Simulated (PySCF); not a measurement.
## Electronic structure of C$_{4}$H$_{13}$NSi$_{2}$ in real space

```xyz
20

Si    2.8344   -0.0350   -0.3601
C     1.2197   -1.0322   -0.2326
C     0.0584   -0.2406    0.3595
C    -1.2192   -1.0783    0.4749
N    -2.2967   -0.1500    0.7471
Si   -2.0767    1.4089    0.0676
C    -0.2949    1.0066   -0.4515
H     3.0538    0.7113    0.8813
H     2.7850    0.8996   -1.4867
H     3.9446   -0.9686   -0.5707
H     0.9330   -1.3927   -1.2241
H     1.3878   -1.9217    0.3805
H     0.3257    0.0801    1.3723
H    -1.3895   -1.6356   -0.4590
H    -1.1390   -1.8068    1.2892
H    -3.1803   -0.5799    0.9611
H    -2.2034    2.4263    1.1142
H    -2.9249    1.7403   -1.0858
H    -0.2457    0.7769   -1.5170
H     0.4228    1.8020   -0.2633
```

Geometry: GFN2-xTB.

All numbers below come from PySCF 2.14.0, PBE0/pcSseg-1, SCF density, gas phase, non-relativistic.

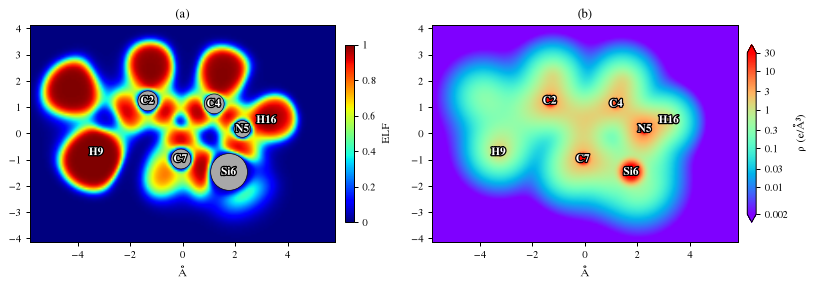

Figure 1. (a) ELF; (b) electron density on the plane of atoms N5, Si6 and C7. Grey discs cover the atomic cores in the ELF map.

Question: Interpret the plot.

Answer: The section cuts through C, N, Si and H sites.
C–N (1.45 Å): ρ at the midpoint is about 1.9 e/Å³; the ELF peaks at about 0.90 between the atoms; a shared electron pair.
Si–N (1.71 Å): ρ is about 1.1 e/Å³ halfway; the ELF peaks at about 0.90 between the atoms (a shared but strongly polarised pair).
C–Si (1.90 Å): ρ at the midpoint is about 0.92 e/Å³; the ELF peaks at about 0.95 between the atoms; a shared electron pair.
N–H (1.01 Å): ρ at the midpoint is about 2.8 e/Å³; the ELF climbs to about 1 towards the hydrogen, as it does in any bond to H: a covalent bond by its length.

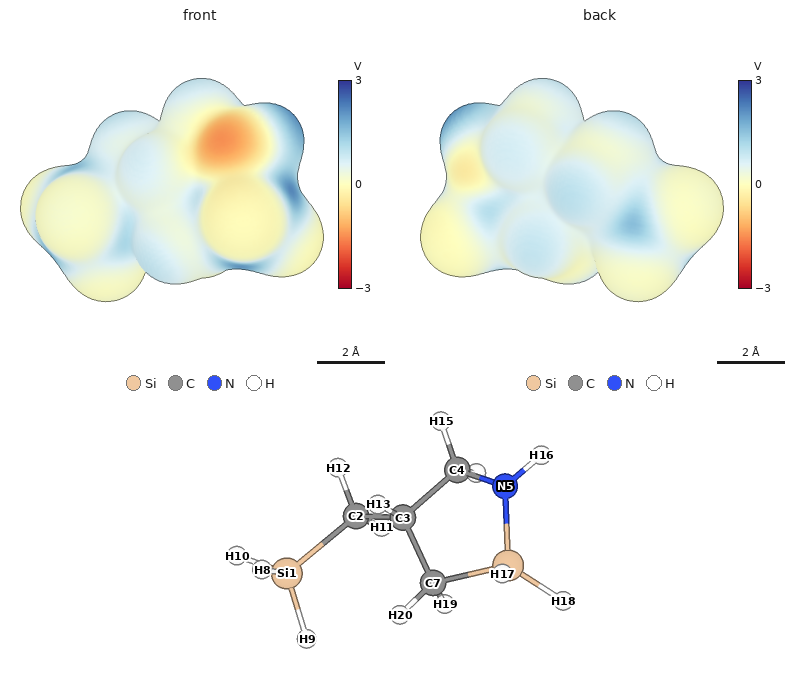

Figure 2. The electrostatic potential painted on the density surface at 0.004 e/bohr³, seen from the front and from behind; red is negative and blue positive. The bare structure is drawn below in the same view.

Question: Describe the electrostatic potential map.

Answer: The most negative region (about −1.4 V) lies over N5, the most positive (about +2.0 V) over Si6 and H16. N5 is the likeliest acceptor of a hydrogen bond.
